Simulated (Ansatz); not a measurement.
The calculation's input:

```
crystal:
  periodic: [false, false, false]
  atoms:
    - { symbol: B, position_ang: [-0.070211, -0.239286, 0.09892] }
    - { symbol: O, position_ang: [-0.12326, -0.375648, 1.462895] }
    - { symbol: H, position_ang: [-0.993719, -0.553484, 1.792267] }
    - { symbol: H, position_ang: [0.968564, -0.053602, -0.444585] }
    - { symbol: F, position_ang: [-1.181626, -0.363324, -0.595268] }
    - { symbol: Br, position_ang: [0.138603, 2.896777, 0.927621] }
    - { symbol: H, position_ang: [0.397349, 1.744267, 1.83295] }
basis:
  gaussian: { orbitals: def2-SVP }
hamiltonian:
  xc: hf
relax:
  f_tol: 0.03
  max_steps: 50
output:
  orbitals: {}
```

Launched as:

```sh
ansatz run input.yaml --threads 1 --pin off --max-ram 2048MiB --backend cpu --events-out ev --progress --plain --runs-dir out
```

The fields are those of the run's last geometry, not of the input's.

Theory: RHF/def2-SVP in Ansatz 0.2.0.

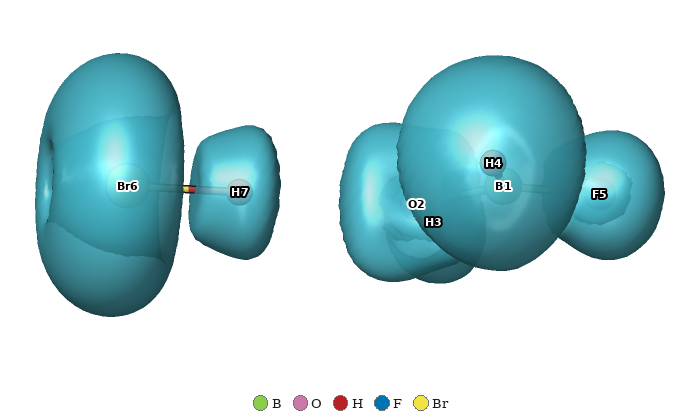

BFH$_{2}$O···HBr. Isosurface of the electron localisation function at 0.75 (cyan), seen from one side. Only the valence region is drawn (cores and ρ < 0.01 e/Å³ removed).

### Where are the electrons localised?

The surface consists of two regions around hydrogen nuclei, one region on F in which the atom's valence shell and bonds are merged, one ring or bowl of non-bonding electrons around Br and one joined region spread over several atoms (H, O), in which their bonds and any lone pairs are merged. Along the contacts the grid gives the following. O2···H7 (2.27 Å): the ELF dips to about 0.05 between them. B–F (1.32 Å): the ELF peaks at about 0.85 between the atoms, as expected for a shared but strongly polarised pair.
